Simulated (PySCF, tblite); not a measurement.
Bond stretch in AgH, singlet.

Levels of theory: GFN2-xTB, 300 K electronic temperature (tblite); RCCSD(T) = CCSD(T) on RHF/def2-SVP, def2 effective core potentials past Kr (PySCF); NEVPT2 = PySCF 2.14.0 with SC-NEVPT2 on CASSCF(2,2)/def2-SVP, all electrons correlated, def2 effective core potentials past Kr; CASSCF(2,2)/def2-SVP, def2 effective core potentials past Kr (PySCF).

Energies are in kJ/mol, each relative to the lowest point of its own curve near equilibrium.

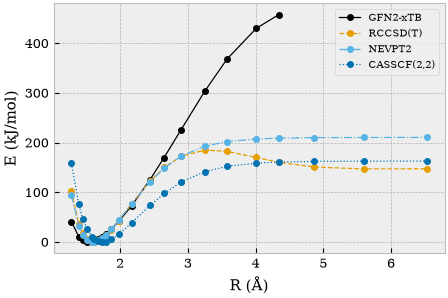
Figure. Energy against bond length for each method.

| R / Å | GFN2-xTB | RCCSD(T) | NEVPT2 | CASSCF(2,2) |
|---|---|---|---|---|
| 1.28 | 41.1 | 102.0 | 94.6 | 158.9 |
| 1.39 | 10.4 | 36.4 | 32.3 | 75.5 |
| 1.45 | 3.0 | 17.1 | 14.6 | 46.8 |
| 1.51 | 0.0 | 5.8 | 4.6 | 26.6 |
| 1.59 | 0.7 | 0.1 | 0.0 | 9.9 |
| 1.62 | 2.0 | 0.0 | 0.2 | 6.0 |
| 1.68 | 5.9 | 2.4 | 3.1 | 1.3 |
| 1.73 | 10.3 | 6.5 | 7.3 | 0.0 |
| 1.79 | 16.5 | 13.3 | 14.2 | 0.9 |
| 1.87 | 26.2 | 24.7 | 25.5 | 5.3 |
| 1.98 | 41.4 | 42.9 | 43.4 | 15.3 |
| 2.17 | 72.7 | 77.1 | 76.6 | 38.4 |
| 2.44 | 125.1 | 122.3 | 120.7 | 73.4 |
| 2.65 | 170.0 | 150.1 | 148.5 | 97.6 |
| 2.90 | 225.9 | 172.4 | 172.7 | 120.5 |
| 3.25 | 303.5 | 185.0 | 192.7 | 141.5 |
| 3.58 | 368.4 | 182.4 | 202.1 | 152.2 |
| 4.01 | 430.0 | 170.1 | 207.4 | 158.7 |
| 4.34 | 457.4 | 160.6 | 209.0 | 160.9 |
| 4.87 | — | 150.8 | 210.0 | 162.2 |
| 5.60 | — | 147.0 | 210.4 | 162.7 |
| 6.53 | — | 147.4 | 210.5 | 162.8 |

At the longest distance, 6.53 Å, NEVPT2 lies highest above its minimum (210.5 kJ/mol) and RCCSD(T) lowest (147.4 kJ/mol).

The RCCSD(T) curve passes through a maximum at 3.25 Å and then falls by 37.6 kJ/mol up to the last usable point.

A dash means that the run gave no value there, or that the column was ended at a point which the program doubted or which failed a test of continuity chosen for this set; such a test can also cut sound points.

The T1 diagnostic of CCSD on the restricted reference of RCCSD(T) exceeds 0.045 at 2.65 to 6.53 Å.
